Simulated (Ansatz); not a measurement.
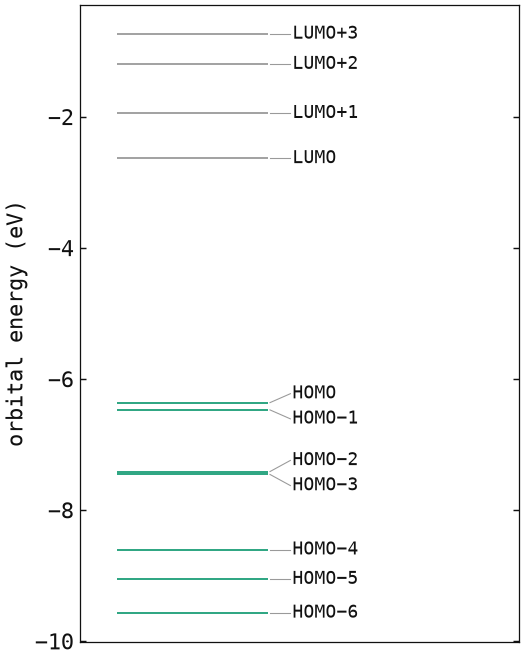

Kohn-Sham orbital energies near the frontier, r2SCAN/def2-TZVPP with the Ansatz code, at a PBE0-D4/def2-TZVP geometry (a minimum by its frequencies), isolated molecule; empty levels in grey, levels within 0.03 eV side by side.

Which molecule has this level scheme?
A. In₂H₂F₄, SMILES [F][In@H-]1[F+][In@@H-]([F])[F+]1, singlet
B. C₂H₆B₂O, SMILES BC(=C)BO
C. CH₇BOSi, SMILES BC[SiH2]O
D. WN₂H₄SO, SMILES [NH2][W]([NH2])(=[O])=[S], singlet

Answer. Option D. HOMO −6.36 eV, LUMO −2.63 eV, separation 3.73 eV.

Caveats: core potentials past krypton; spin-orbit coupling is left out, and with W it can shift these levels and split any degenerate set.
